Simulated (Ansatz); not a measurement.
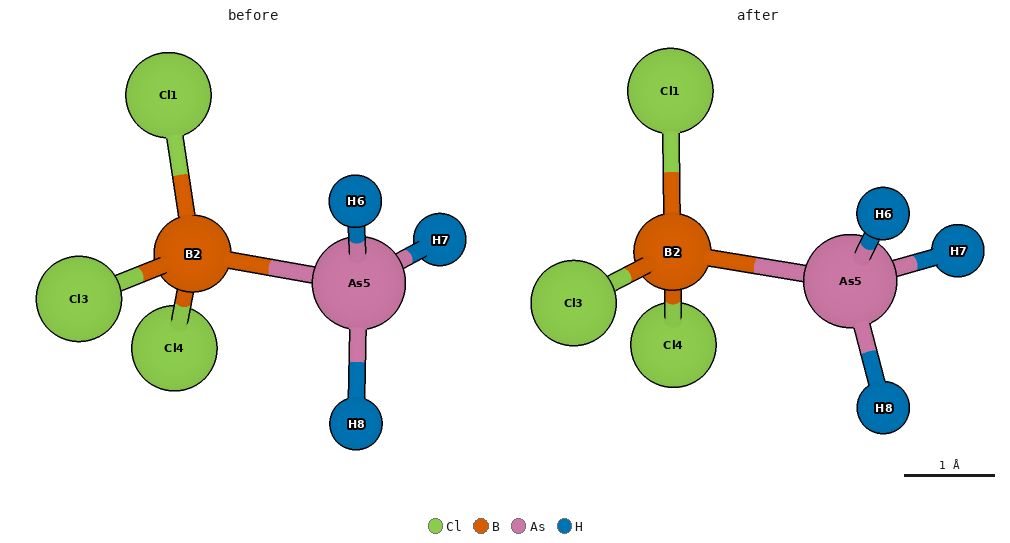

The structure of BAsH$_{3}$Cl$_{3}$ (coarse preliminary run) before (left) and after (right) a relaxation, at one scale.

The picture is a ball-and-stick view, seen at a tilt.

The start comes from a force field.

Theory: RKS PBE-D4/def2-SVP (Ansatz). (force threshold 0.03 eV/Å; at most 200 steps)

> Summarise the run.

H8 moves most after the best rigid fit: 0.32 Å. By element the largest moves are H 0.32 Å, B 0.30 Å, As 0.16 Å, Cl 0.13 Å. Among the contacts that change: B2–As5 2.044 → 2.184 Å, As5–H8 1.597 → 1.521 Å, As5–H6 1.584 → 1.521 Å, B2–Cl4 1.860 → 1.824 Å. Bond angles that change, for instance: H7–As5–H8 117.0° → 100.0°, B2–As5–H6 101.2° → 117.8°, B2–As5–H7 101.7° → 117.9°. After 5 accepted moves (6 points after the start) the energy has fallen by 21.1 kcal/mol. Largest force component: 1.8 eV/Å at the start, 0.028 eV/Å at the end. The line search rejected the trial step at point 4 of the run.
